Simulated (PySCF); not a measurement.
# C₃H₁₁NOSi: runs on many settings

Aim: see how C₃H₁₁NOSi (`CO[SiH2]N(C)C`) answers to the choice of functional, basis, grid and SCF options, and what happens with inputs that are wrong on purpose.

Computed with PySCF 2.14.0, with density-fitted response routines of our own, on a single molecule in the gas phase. Atoms count from 0, in the outputs and in this text.

## (1) The starting structure

17 atoms, charge 0, multiplicity 1; geometry from: GFN2-xTB.

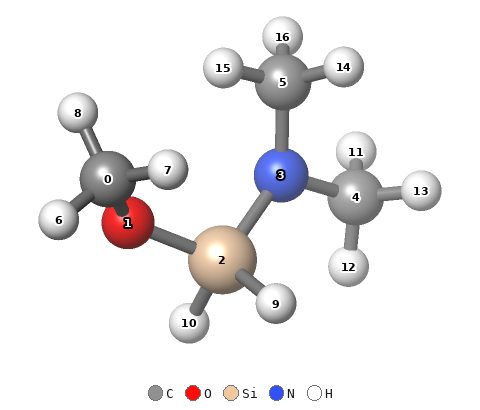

The starting geometry (carbon grey, oxygen red, silicon light orange, nitrogen blue, hydrogen white), atoms numbered.

## (2) NMR shieldings: PW91/pcSseg-1

The job: settings as JSON, then the geometry in Å.

```
{"job": {"kind": "nmr", "xc": "PW91", "basis": "pcSseg-1", "pop": false}, "charge": 0, "multiplicity": 1}
C      2.656329     0.495377     0.117588
O      1.821076    -0.614921     0.024629
Si     0.441415    -0.858652    -0.783792
N     -0.915922    -0.287982     0.106206
C     -2.248423    -0.673345    -0.277866
C     -0.895813     0.890830     0.935863
H      3.652490     0.217441    -0.236951
H      2.295443     1.336131    -0.478483
H      2.733251     0.807527     1.162958
H      0.537190    -0.249973    -2.124998
H      0.393985    -2.312865    -0.811031
H     -2.864653    -0.832183     0.611901
H     -2.205350    -1.597548    -0.846868
H     -2.732270     0.093157    -0.896096
H     -1.296036     1.768817     0.411511
H      0.123620     1.104878     1.244121
H     -1.503329     0.725342     1.831398
```

Method: GIAO PW91/pcSseg-1 NMR shielding, non-relativistic, gas phase.

Command:

```
OMP_NUM_THREADS=1 python probes_run.py task.json out
```

This one command runs all jobs of the session in turn.

What it wrote:

```text
coarse grid: 13856 points
cycle   1  E = -540.0525991358  dE =  5.032e-01  |g| = 8.919e-01  |ddm| = 3.545e+00
cycle   2  E = -539.4872291271  dE =  5.654e-01  |g| = 1.870e+00  |ddm| = 3.182e+00
cycle   3  E = -540.2061817563  dE = -7.190e-01  |g| = 2.003e-01  |ddm| = 2.561e+00
cycle   4  E = -540.2125515100  dE = -6.370e-03  |g| = 1.080e-01  |ddm| = 2.538e-01
cycle   5  E = -540.2149799748  dE = -2.428e-03  |g| = 3.485e-02  |ddm| = 1.369e-01
cycle   6  E = -540.2152020023  dE = -2.220e-04  |g| = 1.449e-02  |ddm| = 4.589e-02
cycle   7  E = -540.2152437502  dE = -4.175e-05  |g| = 1.538e-03  |ddm| = 1.044e-02
cycle   8  E = -540.2152442786  dE = -5.284e-07  |g| = 4.496e-04  |ddm| = 2.232e-03
final grid: 126848 points
cycle   9  E = -540.2755276478  dE = -2.712e-05  |g| = 1.360e-02  |ddm| = 2.926e-02
cycle  10  E = -540.2754380119  dE =  8.964e-05  |g| = 2.476e-02  |ddm| = 3.118e-02
cycle  11  E = -540.2755659385  dE = -1.279e-04  |g| = 3.346e-03  |ddm| = 2.218e-02
cycle  12  E = -540.2755682110  dE = -2.272e-06  |g| = 3.463e-04  |ddm| = 2.785e-03
cycle  13  E = -540.2755682393  dE = -2.835e-08  |g| = 8.715e-05  |ddm| = 4.519e-04
cycle  14  E = -540.2755682412  dE = -1.842e-09  |g| = 1.991e-05  |ddm| = 1.211e-04
cycle  15  E = -540.2755682412  dE = -5.639e-11  |g| = 1.092e-05  |ddm| = 2.680e-05
converged SCF energy = -540.2755682412

GIAO shielding tensors (ppm)
atom      isotropic    diamagn.    paramagn.     s11        s22        s33       span
  0 C      124.128     243.088    -118.961     94.719     98.915    178.749     84.029
  1 O      312.103     396.970     -84.867    229.658    336.680    369.972    140.314
  2 Si     365.586     883.929    -518.344    335.014    350.767    410.976     75.962
  3 N      235.619     329.581     -93.962    197.191    242.712    266.954     69.763
  4 C      144.359     243.739     -99.381    115.246    135.948    181.882     66.637
  5 C      142.054     247.409    -105.355    115.388    130.206    180.567     65.179
  6 H       27.435      27.163       0.272     23.018     25.188     34.099     11.080
  7 H       27.857      30.532      -2.675     24.212     25.968     33.391      9.178
  8 H       27.324      29.273      -1.949     23.376     25.187     33.409     10.032
  9 H       26.224      31.308      -5.084     22.571     24.677     31.424      8.853
 10 H       26.781      31.543      -4.762     22.921     25.160     32.262      9.341
 11 H       29.238      28.696       0.541     24.699     27.028     35.986     11.288
 12 H       28.919      29.671      -0.752     24.693     27.015     35.049     10.356
 13 H       29.341      28.912       0.430     24.630     27.374     36.020     11.389
 14 H       29.199      30.941      -1.742     25.060     26.907     35.630     10.569
 15 H       28.693      33.310      -4.617     23.637     28.995     33.447      9.810
 16 H       29.214      30.493      -1.278     25.024     26.922     35.697     10.674
```

It took 29 s on 1 thread of Arm Neoverse V1, shared host; peak memory 0.64 GiB.

The references, computed at this level on geometries of the same kind, shield at (ppm): 1H TMS 31.65, 13C TMS 181.5, 29Si TMS 327.9, 15N NH3 266.9, 17O H2O 336.1. Their shielding less the atom's gives the shift. The references are single molecules in the gas phase, so shifts against H2O, NH3, PH3, H3PO4 or CFCl3 are not on the usual liquid scales and can be off by tens of ppm. Atoms listed in one row are averaged.

```tsv
atoms	environment	σ (ppm)	δ (ppm)
C0	methyl carbon bonded to O	124.1	57.3
C4, C5	methyl carbon bonded to N	143.2	38.3
H9, H10	hydrogen on a silicon bonded to N, O	26.50	5.15
H6, H7, H8	hydrogen on a methyl carbon bonded to O	27.54	4.11
H11, H12, H13, H14, H15, H16	hydrogen on a methyl carbon bonded to N	29.10	2.55
O1	oxygen bonded to C, Si	312.1	24.0
Si2	silicon bonded to N, O, 2 H	365.6	-37.7
N3	nitrogen bonded to 2 C, Si	235.6	31.3
```

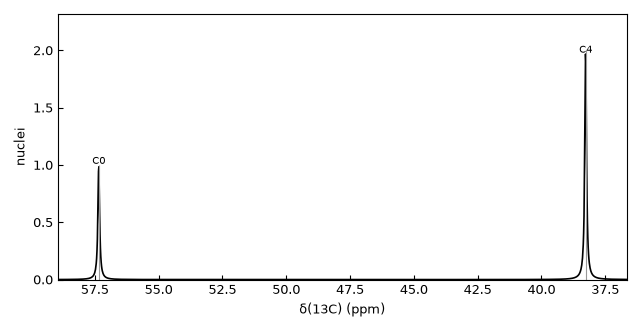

13C lines at the computed shifts, without couplings. Lines are broadened to a width of 0.08 ppm (Lorentzian).

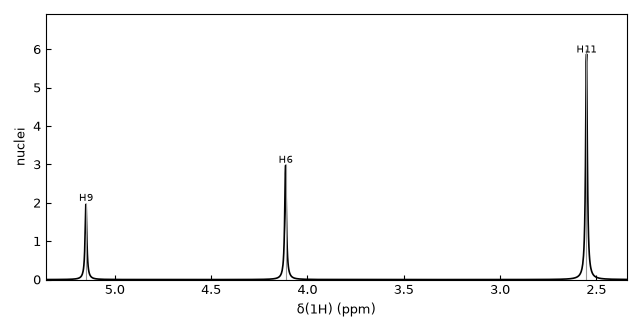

1H lines at the computed shifts, without couplings. Lines are broadened to a width of 0.01 ppm (Lorentzian).

## (3) Shielding tensors: wB97X-D/def2-SVPD

The job, as its differences from that of step 2:

```diff
@@ -1,4 +1,4 @@
-{"job": {"kind": "nmr", "xc": "PW91", "basis": "pcSseg-1", "pop": false}, "charge": 0, "multiplicity": 1}
+{"job": {"kind": "nmr", "xc": "wB97X-D", "basis": "def2-SVPD", "pop": false, "scf": {"max_cycle": 57}}, "charge": 0, "multiplicity": 1}
 C      2.656329     0.495377     0.117588
-O      1.821076    -0.614921     0.024629
+O      2.572804     0.384347     0.108292
 Si     0.441415    -0.858652    -0.783792
```

Level: GIAO wB97X-D/def2-SVPD NMR shielding, non-relativistic, gas phase.

What it wrote:

```text
final grid: 126848 points
cycle   1  E = -447.6816467679  dE =  2.817e+01  |g| = 1.219e+00  |ddm| = 3.563e+02
cycle   2  E = -447.8073270108  dE = -1.257e-01  |g| = 4.273e-01  |ddm| = 6.109e+01
cycle   3  E = -447.8328272288  dE = -2.550e-02  |g| = 1.613e-01  |ddm| = 1.349e+01
cycle   4  E = -447.8380671825  dE = -5.240e-03  |g| = 4.186e-02  |ddm| = 4.511e-01
cycle   5  E = -447.8384715460  dE = -4.044e-04  |g| = 9.179e-03  |ddm| = 3.688e-01
cycle   6  E = -447.8384996910  dE = -2.815e-05  |g| = 1.988e-03  |ddm| = 1.136e-01
cycle   7  E = -447.8385021701  dE = -2.479e-06  |g| = 6.180e-04  |ddm| = 8.375e-02
cycle   8  E = -447.8385024403  dE = -2.702e-07  |g| = 2.251e-04  |ddm| = 3.285e-02
cycle   9  E = -447.8385024703  dE = -2.997e-08  |g| = 6.554e-05  |ddm| = 1.025e-02
cycle  10  E = -447.8385024736  dE = -3.381e-09  |g| = 1.472e-05  |ddm| = 4.718e-03
cycle  11  E = -447.8385024739  dE = -2.551e-10  |g| = 4.614e-06  |ddm| = 6.185e-04
converged SCF energy = -447.8385024739

GIAO shielding tensors (ppm)
atom      isotropic    diamagn.    paramagn.     s11        s22        s33       span
  0 C      287.887     887.563    -599.676    282.301    283.606    297.753     15.452
  1 O      471.370     968.837    -497.467    443.231    465.163    505.717     62.487
  2 Si     433.911     887.378    -453.467    318.142    432.648    550.942    232.800
  3 N      266.745     301.325     -34.581    237.238    273.462    289.534     52.296
  4 C      157.887     249.960     -92.073    135.108    145.582    192.971     57.863
  5 C      147.638     242.250     -94.612    117.351    137.055    188.507     71.156
  6 H       32.467      10.659      21.808     24.882     25.738     46.780     21.898
  7 H       32.878      -4.526      37.403     26.042     29.511     43.080     17.038
  8 H       32.442      -6.062      38.505     24.735     26.739     45.853     21.118
  9 H       25.456      31.836      -6.379     21.605     24.632     30.132      8.527
 10 H       26.237      32.736      -6.499     22.400     24.543     31.768      9.367
 11 H       29.340      24.829       4.511     24.987     27.047     35.985     10.998
 12 H       29.143      30.977      -1.834     24.688     27.552     35.190     10.502
 13 H       29.349      26.171       3.179     24.958     27.245     35.845     10.887
 14 H       29.173      24.017       5.156     25.814     26.496     35.210      9.396
 15 H       29.083      30.538      -1.455     23.397     30.311     33.540     10.144
 16 H       29.202      21.668       7.534     25.471     26.549     35.586     10.115
```

Wall time 38 s (1 thread of Arm Neoverse V1, shared host); peak memory 0.88 GiB.

It converged, yet the result is unsound: one atom of the first bond was moved so that the bond is 0.1 times as long. Its HOMO lies at -8.51 eV, against -4.90 eV in step 2 (PW91/pcSseg-1), a different level, so the two don't compare directly.

## (4) Ultraviolet spectrum: mPW1PW91/pcSseg-1

The job, as its differences from that of step 3:

```diff
@@ -1,4 +1,4 @@
-{"job": {"kind": "nmr", "xc": "wB97X-D", "basis": "def2-SVPD", "pop": false, "scf": {"max_cycle": 57}}, "charge": 0, "multiplicity": 1}
+{"job": {"kind": "uv", "xc": "mPW1PW91", "basis": "pcSseg-1", "nstates": 1, "ntriplets": 2, "tda": false, "scf": {"guess": "random", "level_shift": 2.0, "max_cycle": 85}}, "charge": 0, "multiplicity": 1}
 C      2.656329     0.495377     0.117588
-O      2.572804     0.384347     0.108292
+O      1.821076    -0.614921     0.024629
 Si     0.441415    -0.858652    -0.783792
```

Method: TDDFT mPW1PW91/pcSseg-1, vertical, gas phase, core orbitals frozen in the response.

What it wrote:

```text
start from random orthonormal orbitals
final grid: 126848 points
cycle   1  E = -431.4190271537  dE = -3.090e+02  |g| = 2.793e+01  |ddm| = 9.073e+01
cycle   2  E = -373.0685434740  dE =  5.835e+01  |g| = 1.323e+01  |ddm| = 3.644e+01
cycle   3  E = -431.8118641321  dE = -5.874e+01  |g| = 2.040e+01  |ddm| = 3.519e+01
cycle   4  E = -437.4576609481  dE = -5.646e+00  |g| = 1.867e+01  |ddm| = 3.451e+00
cycle   5  E = -443.6698624814  dE = -6.212e+00  |g| = 1.769e+01  |ddm| = 2.428e+00
cycle   6  E = -449.9624569174  dE = -6.293e+00  |g| = 1.683e+01  |ddm| = 2.128e+00
cycle   7  E = -454.9848557569  dE = -5.022e+00  |g| = 1.628e+01  |ddm| = 1.560e+00
cycle   8  E = -459.1722985854  dE = -4.187e+00  |g| = 1.581e+01  |ddm| = 1.257e+00
cycle   9  E = -464.2170068331  dE = -5.045e+00  |g| = 1.523e+01  |ddm| = 1.458e+00
cycle  10  E = -468.7983932914  dE = -4.581e+00  |g| = 1.479e+01  |ddm| = 1.483e+00
[... 65 cycles left out ...]
cycle  76  E = -540.3459660260  dE = -7.964e-09  |g| = 1.128e-04  |ddm| = 1.781e-04
cycle  77  E = -540.3459660321  dE = -6.100e-09  |g| = 9.912e-05  |ddm| = 1.552e-04
cycle  78  E = -540.3459660368  dE = -4.704e-09  |g| = 8.717e-05  |ddm| = 1.352e-04
cycle  79  E = -540.3459660405  dE = -3.635e-09  |g| = 7.665e-05  |ddm| = 1.179e-04
cycle  80  E = -540.3459660433  dE = -2.804e-09  |g| = 6.733e-05  |ddm| = 1.030e-04
cycle  81  E = -540.3459660454  dE = -2.166e-09  |g| = 5.910e-05  |ddm| = 8.987e-05
cycle  82  E = -540.3459660471  dE = -1.673e-09  |g| = 5.194e-05  |ddm| = 7.854e-05
cycle  83  E = -540.3459660484  dE = -1.295e-09  |g| = 4.563e-05  |ddm| = 6.864e-05
cycle  84  E = -540.3459660494  dE = -9.961e-10  |g| = 4.020e-05  |ddm| = 5.999e-05
cycle  85  E = -540.3459660502  dE = -7.769e-10  |g| = 3.531e-05  |ddm| = 5.245e-05
SCF not converged, last energy = -540.3459660502
```

It took 67 s on 1 thread of Arm Neoverse V1, shared host; peak memory 0.67 GiB.

Why it failed: The energy still falls at cycle 85 (gradient 3.5e-05): so large a level shift slows each step until the cap is reached. The remedy is to lower it to 0.1 to 0.3, or drop it. Numbers printed on the way are no properties of the molecule.

## (5) Shielding tensors: PBE0/def2-TZVP

The job, as its differences from that of step 4:

```diff
@@ -1,2 +1,2 @@
-{"job": {"kind": "uv", "xc": "mPW1PW91", "basis": "pcSseg-1", "nstates": 1, "ntriplets": 2, "tda": false, "scf": {"guess": "random", "level_shift": 2.0, "max_cycle": 85}}, "charge": 0, "multiplicity": 1}
+{"job": {"kind": "nmr", "xc": "PBE0", "basis": "def2-TZVP", "pop": false}, "charge": 0, "multiplicity": 1}
 C      2.656329     0.495377     0.117588
```

Level: GIAO PBE0/def2-TZVP NMR shielding, non-relativistic, gas phase.

What it wrote:

```text
coarse grid: 13856 points
cycle   1  E = -540.0457924090  dE =  5.553e-01  |g| = 7.163e-01  |ddm| = 2.808e+00
cycle   2  E = -539.9061263208  dE =  1.397e-01  |g| = 1.120e+00  |ddm| = 1.275e+00
cycle   3  E = -540.1411249479  dE = -2.350e-01  |g| = 8.532e-02  |ddm| = 8.585e-01
cycle   4  E = -540.1421069721  dE = -9.820e-04  |g| = 4.377e-02  |ddm| = 7.431e-02
cycle   5  E = -540.1425120953  dE = -4.051e-04  |g| = 1.279e-02  |ddm| = 3.788e-02
cycle   6  E = -540.1425430797  dE = -3.098e-05  |g| = 3.771e-03  |ddm| = 9.979e-03
cycle   7  E = -540.1425457939  dE = -2.714e-06  |g| = 4.624e-04  |ddm| = 2.100e-03
final grid: 126848 points
cycle   8  E = -540.1316416027  dE = -5.983e-05  |g| = 1.034e-02  |ddm| = 4.726e-02
cycle   9  E = -540.1316245277  dE =  1.708e-05  |g| = 1.390e-02  |ddm| = 1.386e-02
cycle  10  E = -540.1316630530  dE = -3.853e-05  |g| = 1.680e-03  |ddm| = 8.355e-03
cycle  11  E = -540.1316635888  dE = -5.359e-07  |g| = 2.272e-04  |ddm| = 1.051e-03
cycle  12  E = -540.1316635995  dE = -1.068e-08  |g| = 5.314e-05  |ddm| = 1.770e-04
cycle  13  E = -540.1316636002  dE = -6.712e-10  |g| = 1.333e-05  |ddm| = 5.608e-05
converged SCF energy = -540.1316636002

GIAO shielding tensors (ppm)
atom      isotropic    diamagn.    paramagn.     s11        s22        s33       span
  0 C      134.540     244.194    -109.655    106.202    110.815    186.601     80.399
  1 O      317.093     386.122     -69.029    246.635    342.238    362.407    115.771
  2 Si     361.550     878.863    -517.313    334.992    348.681    400.977     65.984
  3 N      242.306     310.679     -68.372    209.093    246.400    271.425     62.332
  4 C      153.256     243.945     -90.688    126.874    144.590    188.305     61.431
  5 C      151.318     247.580     -96.262    127.199    139.642    187.114     59.914
  6 H       27.960      28.495      -0.534     23.637     25.838     34.406     10.769
  7 H       28.210      30.578      -2.368     24.554     26.422     33.654      9.100
  8 H       27.873      29.948      -2.075     24.037     25.877     33.706      9.670
  9 H       26.465      31.563      -5.098     23.065     25.057     31.272      8.207
 10 H       26.990      31.630      -4.640     23.197     25.608     32.165      8.968
 11 H       29.561      29.315       0.245     25.094     27.534     36.055     10.962
 12 H       29.158      29.662      -0.505     25.002     27.308     35.163     10.161
 13 H       29.614      29.354       0.260     24.977     27.694     36.170     11.192
 14 H       29.511      31.226      -1.714     25.584     27.213     35.736     10.152
 15 H       28.966      32.926      -3.960     23.983     29.372     33.543      9.560
 16 H       29.514      30.949      -1.434     25.479     27.302     35.763     10.284
```

It took 37 s on 1 thread of Arm Neoverse V1, shared host; peak memory 1 GiB.

In short: δ C0 54.7, C4 36.9, O1 17.1, Si2 -32.0, H9 5.22, H6 3.93 ppm (means over like atoms).

## (6) NMR shieldings: KT2/MINI

The job, as its differences from that of step 5:

```diff
@@ -1,2 +1,2 @@
-{"job": {"kind": "nmr", "xc": "PBE0", "basis": "def2-TZVP", "pop": false}, "charge": 0, "multiplicity": 1}
+{"job": {"kind": "nmr", "xc": "KT2", "basis": "MINI", "pop": true, "scf": {"aux": "def2-universal-jfit", "max_cycle": 78}}, "charge": 0, "multiplicity": 1}
 C      2.656329     0.495377     0.117588
```

With the program's defaults for keys left out, this is: GIAO KT2/MINI NMR shielding, non-relativistic, gas phase.

What it wrote:

```text
final grid: 126848 points
cycle   1  E = -543.1569452404  dE =  7.493e-01  |g| = 6.290e-01  |ddm| = 5.681e+00
cycle   2  E = -542.8263172097  dE =  3.306e-01  |g| = 1.276e+00  |ddm| = 3.488e+00
cycle   3  E = -543.2918748009  dE = -4.656e-01  |g| = 1.312e-01  |ddm| = 2.431e+00
cycle   4  E = -543.2957933917  dE = -3.919e-03  |g| = 7.583e-02  |ddm| = 3.810e-01
cycle   5  E = -543.2975375848  dE = -1.744e-03  |g| = 1.155e-02  |ddm| = 1.489e-01
cycle   6  E = -543.2975884621  dE = -5.088e-05  |g| = 2.209e-03  |ddm| = 2.684e-02
cycle   7  E = -543.2975901966  dE = -1.735e-06  |g| = 3.092e-04  |ddm| = 4.667e-03
cycle   8  E = -543.2975902342  dE = -3.757e-08  |g| = 4.151e-05  |ddm| = 7.648e-04
cycle   9  E = -543.2975902350  dE = -8.340e-10  |g| = 8.171e-06  |ddm| = 1.317e-04
converged SCF energy = -543.2975902350

GIAO shielding tensors (ppm)
atom      isotropic    diamagn.    paramagn.     s11        s22        s33       span
  0 C      160.325     240.108     -79.783    135.658    138.601    206.715     71.057
  1 O      445.706     380.502      65.205    229.715    535.864    571.541    341.826
  2 Si     643.879     870.140    -226.261    572.262    630.617    728.759    156.498
  3 N      335.990     299.432      36.558    252.399    336.118    419.452    167.053
  4 C      176.743     240.105     -63.362    153.322    167.239    209.667     56.345
  5 C      176.126     241.063     -64.937    153.987    166.498    207.894     53.907
  6 H       27.224      27.595      -0.371     21.769     24.557     35.345     13.575
  7 H       28.276      24.947       3.330     23.518     27.284     34.028     10.510
  8 H       27.305      25.575       1.730     22.786     25.219     33.911     11.125
  9 H       27.015      27.550      -0.535     21.780     24.882     34.383     12.603
 10 H       26.849      28.957      -2.108     21.650     24.726     34.170     12.520
 11 H       28.964      28.081       0.883     23.495     26.008     37.389     13.894
 12 H       29.046      27.811       1.235     22.431     27.576     37.131     14.700
 13 H       29.154      26.721       2.433     24.241     26.209     37.013     12.772
 14 H       29.158      26.545       2.613     24.994     26.039     36.441     11.447
 15 H       29.064      25.177       3.888     21.387     30.237     35.569     14.182
 16 H       29.020      27.947       1.073     23.958     26.081     37.020     13.062
```

Wall time 6.1 s (1 thread of Arm Neoverse V1, shared host).

The run ended normally, but its values are not to be used for the molecule: the basis MINI is minimal. Its shieldings differ from those of step 2 (PW91/pcSseg-1) by up to 278 ppm (Si2).

## (7) Side by side: NMR shifts

Shifts (ppm) of some atoms, chosen among heavy atoms and hydrogens apart, means over like atoms, with basis size and wall time:

```tsv
run	C0	C4	H9	H6	O1	Si2	N3	functions	time
PW91/pcSseg-1	57.3	38.3	5.15	4.11	24.0	-37.7	31.3	164	29 s
PBE0/def2-TZVP	54.7	36.9	5.22	3.93	17.1	-32.0	25.5	258	37 s
```

## (8) Summary of results

```
                                                               quantity                                            value
13C shifts against TMS (PW91/pcSseg-1, means over atoms taken as alike)                                   57.3, 38.3 ppm
 1H shifts against TMS (PW91/pcSseg-1, means over atoms taken as alike)                             5.15, 4.11, 2.55 ppm
                                 17O shifts against H2O (PW91/pcSseg-1)                                         24.0 ppm
                                29Si shifts against TMS (PW91/pcSseg-1)                                        -37.7 ppm
                                 15N shifts against NH3 (PW91/pcSseg-1)                                         31.3 ppm
                                               range of the shift of O1                                 17.1 to 24.0 ppm
                                          property runs in this session  5, of which 1 failed and 2 gave unsound results
```

In words: Single values in the summary come from the first sound run of each kind (PW91/pcSseg-1), which need not be the best level. C0 (methyl carbon bonded to O) lies farthest downfield among carbon, at 57.3 ppm; deshielded by the electronegative neighbour. At PW91/pcSseg-1: The widest tensor belongs to O1: span 140 ppm, with a paramagnetic part of -85 ppm. In ppm, O1 moves most: its shift spreads over 7.0 ppm, from 17.1 (PBE0/def2-TZVP) to 24.0 (PW91/pcSseg-1).
